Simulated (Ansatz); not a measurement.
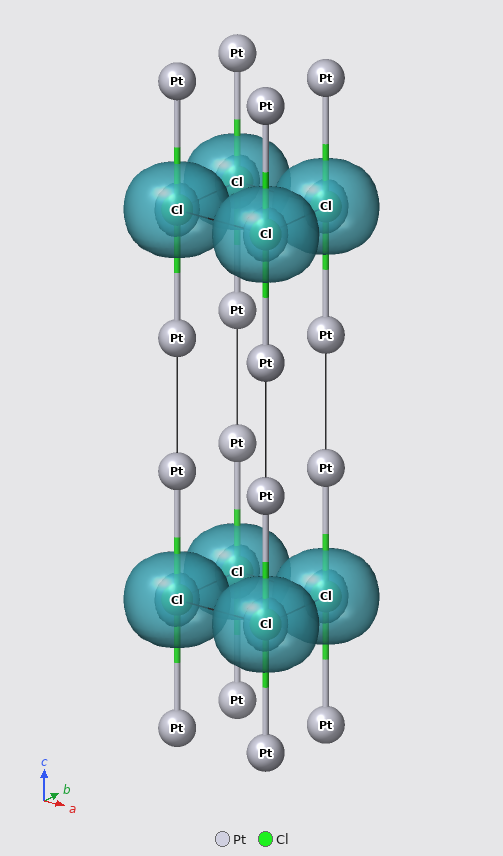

Figure. Pt2Cl. Isosurface of the ELF at 0.75 (cyan), seen slightly off an axis. Only the valence region is drawn (cores and ρ < 0.01 e/Å³ removed). Sticks mark near contacts.

Space group P6/mmm; a generated structure, not necessarily the stable one.

Computed with DFT PBE, spin-orbit coupling, plane waves, PAW in Ansatz.

Input

```
crystal:
  lattice:
    - [2.8000018573, 0.0, 0.0]
    - [-1.4000009286, 2.4248727391, 0.0]
    - [0.0, 0.0, 7.4603747862]
  atoms:
    - { symbol: Pt, position: [0.0, 0.0, 0.329336974] }
    - { symbol: Pt, position: [0.0, 0.0, 0.670663026] }
    - { symbol: Cl, position: [0.0, 0.0, 0.0] }
basis:
  ecutwfc: 420
kpoints:
  mp_grid: { grid: [12, 12, 6] }
  band_path:
    path:
      - [[0.0, 0.0, 0.0], [0.5, 0.0, 0.0], [0.33333333, 0.33333333, 0.0], [0.0, 0.0, 0.0], [0.0, 0.0, 0.5], [0.5, 0.0, 0.5], [0.33333333, 0.33333333, 0.5], [0.0, 0.0, 0.5]]
      - [[0.5, 0.0, 0.5], [0.5, 0.0, 0.0]]
      - [[0.33333333, 0.33333333, 0.5], [0.33333333, 0.33333333, 0.0]]
    npoints: 10
hamiltonian:
  xc: pbe
scf:
  occupations: { method: gaussian, width: 0.1 }
output:
  forces: true
  stress: true
  eigenvalues: true
  populations: true
  dos: { projected: true, de: 0.02 }
  bader: false
  write_density: true
  write_potential: true
  elf: true
  volumetric_format: npy
magnetization:
  noncollinear: true
  spin_orbit: true
```

Launched as:

```sh
ansatz run input.yaml --threads 1 --pin off --max-ram 2560MiB --backend cpu --events-out ev --progress --plain --runs-dir out
```

Below, planes, directions and counts refer to the conventional cell (a = 2.80 Å, b = 2.80 Å, c = 7.46 Å, α = 90.00°, β = 90.00°, γ = 120.00°).

Where are the electrons localised?

Answer. At this value the surface marks out one region wrapped around Cl (its valence shell), counted in one cell of 3 atoms. Any copies at cell faces, edges or corners count once. Profiles from the grid: Pt–Cl (2.46 Å): the ELF peaks at about 0.80 in the valence shell of Cl, 0.7 Å from its nucleus, and drops to about 0.15 between the two atoms.
